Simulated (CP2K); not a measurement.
Band structure of MgS (Fm-3m, 2 atoms in the cell).

```xyz
2
Lattice="3.7042 0.0000 0.0000 1.8521 3.2079 0.0000 1.8521 1.0693 3.0244" Properties=species:S:1:pos:R:3 pbc="T T T"
Mg     0.0000     0.0000     0.0000
S      3.7042     2.1386     1.5122
```

Level of theory: CP2K with PBE, GPW, DZVP-MOLOPT-SR-GTH basis, GTH-PBE potentials (GTH_POTENTIALS).

Settings: CUTOFF = 1000 Ry; REL_CUTOFF = 50 Ry; SMEAR/METHOD = FERMI_DIRAC; ELECTRONIC_TEMPERATURE = 232.09 K; KPOINTS/SCHEME = MONKHORST-PACK 7 7 7; XC_FUNCTIONAL = PBE; Mg/BASIS_SET = DZVP-MOLOPT-SR-GTH-q10; Mg/POTENTIAL = GTH-PBE-q10; S/BASIS_SET = DZVP-MOLOPT-SR-GTH-q6; S/POTENTIAL = GTH-PBE-q6; METHOD = GPW; EPS_DEFAULT = 1e-10; EXTRAPOLATION = USE_GUESS; NGRIDS = 5.

The starting cell comes from a database of computed structures (which also holds hypothetical and non-ambient phases and stackings), without a prior relaxation at this level. Its lattice was rescaled by a random factor within 2.5 % of one. Values carry the incompleteness of an atom-centred basis.

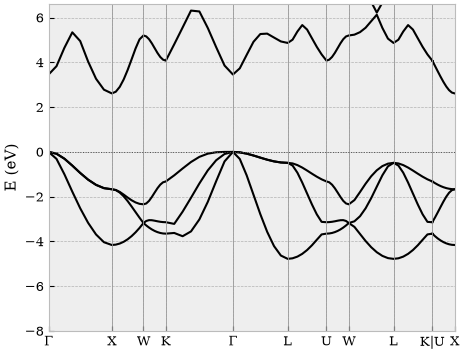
Figure: Bands along the path, energies from the top of the valence band on the SCF mesh.

### Question
Read off roughly the gap and where its edges lie.

### Answer
The gap along the path is about 2.6 eV (computed: 2.61 eV), from Γ to X; the smallest direct gap on it is 3.46 eV.

Levels in eV from the top of the valence band on the SCF mesh, bands 5 to 9:
```csv
point,5,6,7,8,9
Γ,-12.52,0.00,0.00,0.00,3.46
X,-10.78,-4.16,-1.67,-1.67,2.61
W,-10.74,-3.18,-3.18,-2.34,5.20
K,-10.79,-3.65,-3.14,-1.32,4.08
L,-11.21,-4.78,-0.49,-0.49,4.87
U,-10.79,-3.65,-3.14,-1.32,4.08
```

Higher empty bands are left out: an atom-centred basis made for the valence describes them poorly.
